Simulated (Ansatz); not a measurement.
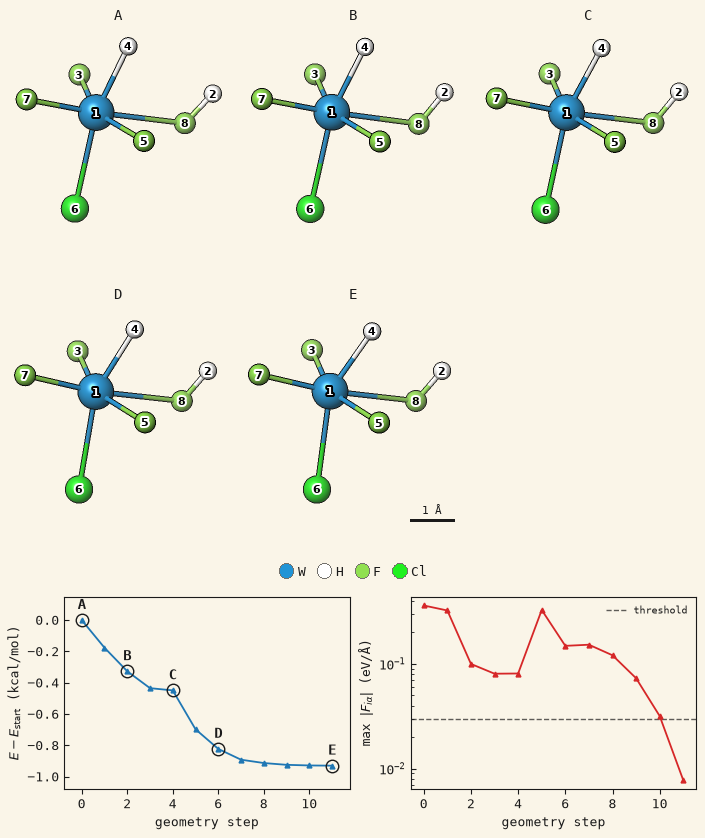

Frames of a relaxation of WH2ClF4 (multiplicity 2), marked on the history of the run. A ball-and-stick model, seen from a free direction.

The run prepares an end point of a later path (reaction) calculation, from a guessed geometry.

Computed with Ansatz 0.2.0, UKS B3LYP-D4/def2-SVP. (collinear spin; force threshold 0.03 eV/Å; at most 50 steps)

What happens along the run?

Answer. The atom that moves furthest after the best rigid fit is H4 (0.24 Å). Largest moves by element: H 0.24 Å, Cl 0.21 Å, F 0.17 Å, W 0.03 Å. Some distances before and after: W1–F8 2.341 → 2.314 Å, W1–F5 1.846 → 1.872 Å, W1–Cl6 2.386 → 2.362 Å, W1–F3 1.844 → 1.858 Å. Among the angles between lasting bonds that change: H4–W1–Cl6 166.5° → 153.5°, W1–F8–H2 119.6° → 110.0°, F5–W1–Cl6 92.5° → 85.0°. The energy falls by 0.93 kcal/mol in 11 geometry steps. Largest force component: 0.36 eV/Å at the start, 0.0077 eV/Å at the end. Cost: 32 s on 4 threads of INTEL(R) XEON(R) PLATINUM 8581C CPU @ 2.30GHz (Emerald Rapids) (shared host), peak memory 0.47 GiB. From step 0 to 2: H2 moves most (0.10 Å), energy −0.33 kcal/mol. From step 2 to 4: H4 moves most (0.04 Å), energy −0.12 kcal/mol. From step 4 to 6: H and Cl atoms move most (0.09 Å), energy −0.37 kcal/mol. From step 6 to 11: H4 moves most (0.07 Å), energy −0.11 kcal/mol.

| step | E − E(0), kcal/mol | largest force component, eV/Å |
| --- | --- | --- |
| 0 | 0.00 | 0.3616 |
| 1 | -0.18 | 0.3239 |
| 2 | -0.33 | 0.1000 |
| 3 | -0.43 | 0.0807 |
| 4 | -0.45 | 0.0810 |
| 5 | -0.70 | 0.3277 |
| 6 | -0.82 | 0.1488 |
| 7 | -0.89 | 0.1526 |
| 8 | -0.91 | 0.1209 |
| 9 | -0.92 | 0.0731 |
| 10 | -0.93 | 0.0318 |
| 11 | -0.93 | 0.0077 |
